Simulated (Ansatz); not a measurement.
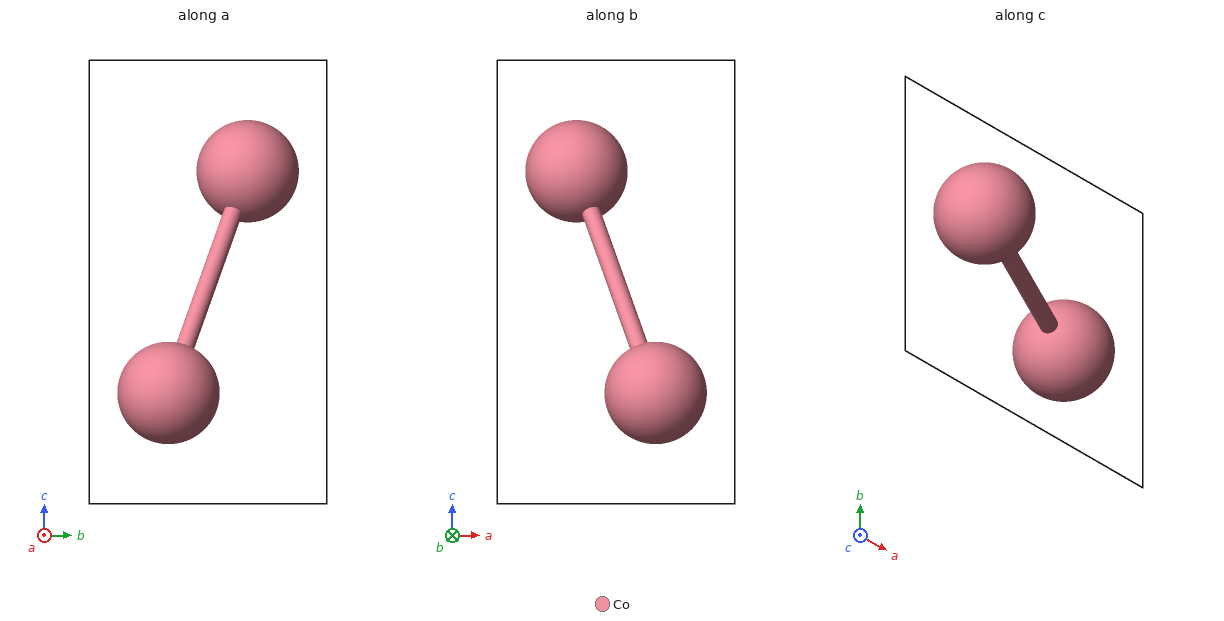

An orthographic ball-and-stick view of the structure, along the a axis, along the b axis and along the c axis. The parallelepiped is the conventional unit cell.

Lattice parameters: a = 2.4933 Å, b = 2.4933 Å, c = 4.0312 Å, α = 90.000°, β = 90.000°, γ = 120.000°.

Question: Transcribe the picture into a CIF with its space group and independent sites.

Answer:
```cif
data_structure
_symmetry_space_group_name_H-M 'P 63/m m c'
_symmetry_Int_Tables_number 194
_cell_length_a 2.4933
_cell_length_b 2.4933
_cell_length_c 4.0312
_cell_angle_alpha 90.000
_cell_angle_beta 90.000
_cell_angle_gamma 120.000
_cell_volume 21.70
loop_
_atom_site_label
_atom_site_type_symbol
_atom_site_symmetry_multiplicity
_atom_site_Wyckoff_symbol
_atom_site_fract_x
_atom_site_fract_y
_atom_site_fract_z
_atom_site_occupancy
Co1 Co 2 d 0.3333 0.6667 0.7500 1
```

Starting structure: the standard structure of this element. Earlier steps of the study may have refined or changed the cell and positions. It was run through Ansatz as a DFT input.
